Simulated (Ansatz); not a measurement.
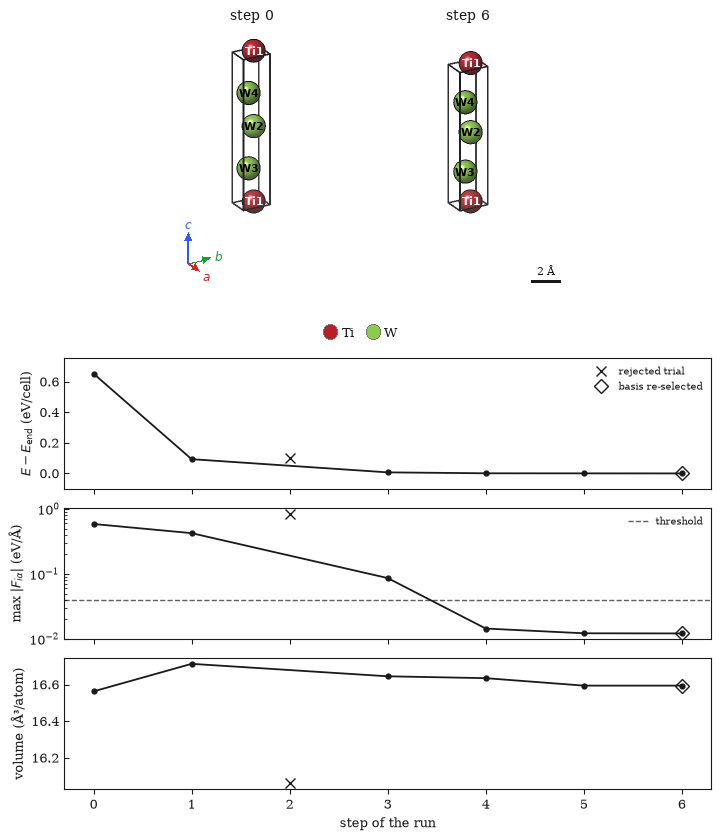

First and last geometry of a relaxation of a crystal of TiW$_{3}$ (a generated structure, set up in P-6m2) (coarse preliminary run), with the history of the run. Style: spheres-only. Shown: the cell of the calculation, slightly off an axis.

These are results of Ansatz, DFT PBE, scalar-relativistic, plane waves, PAW, not measurements. Set-up: plane-wave cutoff 420 eV; k-point mesh 6 × 6 × 2; occupations gaussian; smearing width 0.1 eV; no spin polarisation; cell and atoms relaxed; force threshold 0.04 eV/Å; at most 70 steps.

### Did the run converge, and what did it change?

It converged. After 4 accepted moves (6 points after the start) the energy has fallen by 0.652 eV per cell of the calculation. The largest force component goes from 0.59 to 0.012 eV/Å. The pressure goes from 5.91 to 0.29 GPa. The line search rejected the trial step at point 2 of the run. At 1 point the geometry stayed and the basis and grid were re-selected for the new cell (energy shift of 0.4 meV per cell of the calculation at most each time). The largest moves relative to the cell, 0.008 Å, are those of W3 and W4. W4 goes along +c. Ti stays in place. The drawn cell changes as follows: a = b 2.679 → 2.799 Å (+4.5 %), c 10.660 → 9.785 Å (−8.2 %); the volume changes by +0.2 %. Among the contacts that change: Ti1–W3 3.081 → 2.925 Å, W2–W3 3.081 → 2.939 Å, Ti1–Ti1 2.679 → 2.799 Å, W2–W2 2.679 → 2.799 Å. The space group stays P-6m2 (No. 187). The run took 27 s on 1 thread of Intel(R) Xeon(R) Processor @ 2.70GHz, on a shared host, peak memory 0.36 GiB.

Limits of the set-up: the k-point mesh is coarse for a cell with partly filled bands.
